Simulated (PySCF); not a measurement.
# HBS (hydrogen boron sulfide): PBE/STO-6G

What is the energy change on altering one bond length of HBS (hydrogen boron sulfide) at PBE/STO-6G? 

The results are computed with PySCF 2.14.0.

9 further runs of the same task are left out: 9 set aside as unsound or not needed.

### Step 1. The structure to begin with

HBS: 3 atoms, total charge 0, spin state singlet. SMILES: `B=S`. Geometry: relaxed at PBE0-D4/def2-TZVP.

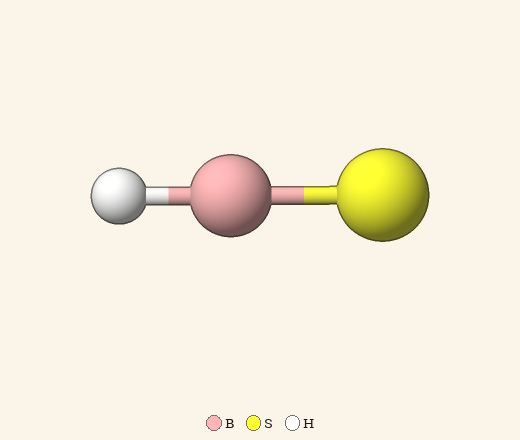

The structure, seen from a chosen angle (boron pink, sulfur yellow, hydrogen white).

### Step 2. The energy at PBE/STO-6G

File job.py:

```python
from pyscf import gto, dft

mol = gto.M(
    atom=[
    ('B', (-0.038660, -0.014560, 0.134750)),
    ('S', (0.399170, 0.147640, -1.393290)),
    ('H', (-0.360510, -0.133080, 1.258530)),
],
    basis='sto-6g',
    verbose=3,
    max_memory=1860,
    charge=0,
)

calc0 = dft.RKS(mol, xc='pbe')
calc0.conv_tol = 1e-10
calc0.grids.level = 5
calc0.kernel()
if not calc0.converged:
    calc0 = calc0.newton().run(calc0.mo_coeff, calc0.mo_occ)

etot = calc0.e_tot
print(f'total energy: {etot:.8f} hartree')
```

Launch:

```console
OMP_NUM_THREADS=1 python job.py
```

Output:

```text
converged SCF energy = -421.970574880012
total energy: -421.97057488 hartree
```

Run time: 2 s. Hardware: 1 thread of Arm Neoverse V1, shared host; peak memory 0.17 GiB.

### Step 3. The distorted shape

File run.py:

```python
from pyscf import gto, dft

molecule = gto.Mole()
molecule.atom = '''
B    0.540678   0.198779  -1.888083
S    0.978508   0.360979  -3.416123
H   -0.360510  -0.133080   1.258530
'''
molecule.max_memory = 1860
molecule.verbose = 4
molecule.basis = 'sto-6g'
molecule.build()

calc0 = dft.RKS(molecule)
calc0.xc = 'pbe'
calc0.grids.level = 5
calc0.conv_tol = 1e-10
calc0.kernel()
if not calc0.converged:
    calc0 = calc0.newton().run(calc0.mo_coeff, calc0.mo_occ)

e_tot = calc0.e_tot
print('Final energy', e_tot)
```

Launch:

```console
OMP_NUM_THREADS=1 python run.py
```

Output:

```text
PySCF version 2.14.0

[INPUT] num. atoms = 3
[INPUT] num. electrons = 22
[INPUT] charge = 0
[INPUT] spin (= nelec alpha-beta = 2S) = 0
[INPUT] symmetry False subgroup None
[INPUT] Mole.unit = angstrom
[INPUT] Symbol           X                Y                Z      unit          X                Y                Z       unit  Magmom
[INPUT]  1 B      0.540678000000   0.198779000000  -1.888083000000 AA    1.021733341578   0.375637869315  -3.567959770447 Bohr   0.0
[INPUT]  2 S      0.978508000000   0.360979000000  -3.416123000000 AA    1.849112130696   0.682151446719  -6.455536877828 Bohr   0.0
[INPUT]  3 H     -0.360510000000  -0.133080000000   1.258530000000 AA   -0.681265165167  -0.251484752657   2.378277019549 Bohr   0.0

nuclear repulsion = 29.0321002384241
number of shells = 9
number of NR pGTOs = 90
number of NR cGTOs = 15
basis = sto-6g
ecp = {}

******** <class 'pyscf.dft.rks.RKS'> ********
method = RKS
initial guess = minao
damping factor = 0
level_shift factor = 0
DIIS = <class 'pyscf.scf.diis.CDIIS'>
diis_start_cycle = 1
diis_space = 8
diis_damp = 0
SCF conv_tol = 1e-10
SCF conv_tol_grad = None
SCF max_cycles = 50
direct_scf = True
direct_scf_tol = 1e-13
XC library pyscf.dft.libxc version 7.0.0
    S. Lehtola, C. Steigemann, M. J.T. Oliveira, and M. A.L. Marques.,  SoftwareX 7, 1–5 (2018)
XC functionals = pbe
    J. P. Perdew, K. Burke, and M. Ernzerhof.,  Phys. Rev. Lett. 77, 3865 (1996)
    J. P. Perdew, K. Burke, and M. Ernzerhof.,  Phys. Rev. Lett. 78, 1396 (1997)
    J. P. Perdew, K. Burke, and M. Ernzerhof.,  Phys. Rev. Lett. 77, 3865 (1996)
    J. P. Perdew, K. Burke, and M. Ernzerhof.,  Phys. Rev. Lett. 78, 1396 (1997)
radial grids:
    Treutler-Ahlrichs [JCP 102, 346 (1995); DOI:10.1063/1.469408] (M4) radial grids

becke partition: Becke, JCP 88, 2547 (1988); DOI:10.1063/1.454033
pruning grids: <function nwchem_prune>
grids dens level: 5
symmetrized grids: False
atomic radii adjust function: <function treutler_atomic_radii_adjust>
small_rho_cutoff = 0
Set gradient conv threshold to 1e-05
Initial guess from minao.
tot grids = 109752
init E= -421.690730728528
  HOMO = -0.171953292326429  LUMO = -0.14436190203221  gap/eV = 0.75080
cycle= 1 E= -421.62325412244  delta_E= 0.0675  |g|= 0.32  |ddm|= 2.36
  HOMO = -0.0930725927241304  LUMO = -0.0739166726704588  gap/eV = 0.52126
cycle= 2 E= -420.490967588393  delta_E= 1.13  |g|= 1.62  |ddm|= 3.08
  HOMO = -0.140123994253242  LUMO = -0.0775774214553723  gap/eV = 1.70198
cycle= 3 E= -421.352392144128  delta_E= -0.861  |g|= 0.276  |ddm|=  1.9
  HOMO = -0.177991119285687  LUMO = -0.00226717307805369  gap/eV = 4.78169
cycle= 4 E= -421.225729717355  delta_E= 0.127  |g|= 0.461  |ddm|= 2.93
  HOMO = -0.0938539683396794  LUMO = -0.0560705449671835  gap/eV = 1.02814
cycle= 5 E= -421.485659556826  delta_E= -0.26  |g|= 0.442  |ddm|= 1.07
  HOMO = -0.135878726931714  LUMO = 0.010375200373856  gap/eV = 3.97977
cycle= 6 E= -421.278655993856  delta_E= 0.207  |g|= 0.302  |ddm|= 0.948
  HOMO = -0.0858660768893791  LUMO = -0.0578385316754486  gap/eV = 0.76267
cycle= 7 E= -421.680273040809  delta_E= -0.402  |g|= 0.093  |ddm|= 1.83
  HOMO = -0.120854360347256  LUMO = -0.0708694516790186  gap/eV = 1.36016
cycle= 8 E= -421.40941431864  delta_E= 0.271  |g|= 0.435  |ddm|= 1.56
  HOMO = -0.127689103990266  LUMO = -0.0830076234851404  gap/eV = 1.21585
cycle= 9 E= -421.437583259221  delta_E= -0.0282  |g|= 0.44  |ddm|= 0.105
  HOMO = -0.144632681052025  LUMO = -0.118013278201353  gap/eV = 0.72435
cycle= 10 E= -421.654228311563  delta_E= -0.217  |g|= 0.24  |ddm|= 1.65
  HOMO = -0.124380966605991  LUMO = -0.0873807802768984  gap/eV = 1.00683
cycle= 11 E= -421.475976814487  delta_E= 0.178  |g|= 0.449  |ddm|= 0.78
  HOMO = -0.120565612866793  LUMO = -0.0849837166824386  gap/eV = 0.96823
cycle= 12 E= -421.496172474862  delta_E= -0.0202  |g|= 0.442  |ddm|= 0.0722
  HOMO = -0.118375767893461  LUMO = -0.0849734928776925  gap/eV = 0.90892
cycle= 13 E= -421.529417915601  delta_E= -0.0332  |g|= 0.426  |ddm|= 0.123
  HOMO = -0.118193886188901  LUMO = -0.0790987686400917  gap/eV = 1.06383
cycle= 14 E= -421.458503046821  delta_E= 0.0709  |g|= 0.446  |ddm|= 0.262
  HOMO = -0.117039081065889  LUMO = -0.0900317632301858  gap/eV = 0.73491
cycle= 15 E= -421.679498279875  delta_E= -0.221  |g|= 0.109  |ddm|= 1.05
  HOMO = -0.118135434962046  LUMO = -0.0912718598459765  gap/eV = 0.73100
cycle= 16 E= -421.684019586682  delta_E= -0.00452  |g|= 0.0629  |ddm|= 0.0826
  HOMO = -0.11829850644121  LUMO = -0.0914598128896676  gap/eV = 0.73032
cycle= 17 E= -421.686108130149  delta_E= -0.00209  |g|= 0.017  |ddm|= 0.0816
  HOMO = -0.118899798054478  LUMO = -0.0920618546183229  gap/eV = 0.73030
cycle= 18 E= -421.686256267183  delta_E= -0.000148  |g|= 0.0057  |ddm|= 0.0407
  HOMO = -0.1188740829685  LUMO = -0.092043151514032  gap/eV = 0.73011
cycle= 19 E= -421.686274192819  delta_E= -1.79e-05  |g|= 0.000895  |ddm|= 0.0117
  HOMO = -0.1188821705714  LUMO = -0.0920505080383576  gap/eV = 0.73013
cycle= 20 E= -421.686274645554  delta_E= -4.53e-07  |g|= 4.69e-05  |ddm|= 0.00167
  HOMO = -0.118882271244903  LUMO = -0.092050641443478  gap/eV = 0.73013
cycle= 21 E= -421.686274646546  delta_E= -9.92e-10  |g|= 2.1e-05  |ddm|= 4.57e-05
  HOMO = -0.118882317747913  LUMO = -0.0920507007750058  gap/eV = 0.73013
cycle= 22 E= -421.686274646725  delta_E= -1.79e-10  |g|= 1.11e-05  |ddm|= 1.75e-05
  HOMO = -0.118882268982985  LUMO = -0.0920506616413064  gap/eV = 0.73013
cycle= 23 E= -421.686274646794  delta_E= -6.93e-11  |g|= 8.04e-07  |ddm|= 1.82e-05
  HOMO = -0.11888217207412  LUMO = -0.092050588268026  gap/eV = 0.73012
Extra cycle  E= -421.686274646473  delta_E= 3.21e-10  |g|= 2.4e-05  |ddm|= 4.34e-05
converged SCF energy = -421.686274646473
Final energy -421.6862746464731
```

Run time: 3.6 s. Hardware: 1 thread of Arm Neoverse V1, shared host; peak memory 0.17 GiB.

### Step 4. What came out

Level: PBE/STO-6G.

```
                                                         quantity          value
                                        first shape: total energy  -421.97057 Eh
                                       first shape: dipole moment         0.07 D
                                         first shape: HOMO energy       -4.52 eV
                                         first shape: LUMO energy        1.89 eV
                                       first shape: HOMO–LUMO gap        6.40 eV
                                    distorted shape: total energy  -421.68627 Eh
                                   distorted shape: dipole moment         0.37 D
                                     distorted shape: HOMO energy       -3.23 eV
                                     distorted shape: LUMO energy       -2.50 eV
                                   distorted shape: HOMO–LUMO gap        0.73 eV
energy change with the B1–H3 bond stretched from 1.175 to 3.290 Å       7.736 eV
```

**Reading.** One bond (distorted shape) is far stretched, which a spin-restricted single reference describes badly; a broken-symmetry solution may lie lower. With the B1–H3 bond stretched from 1.175 to 3.290 Å the energy rises by 7.74 eV (746 kJ/mol). The first shape isn't relaxed at this level, so the change isn't measured from a minimum. A restricted reference can't describe the breaking bond well at this length. The minimal basis adds a large error of its own. Mulliken charges (first shape) run from -0.07 on B1 to +0.09 on S2; they depend strongly on the basis.
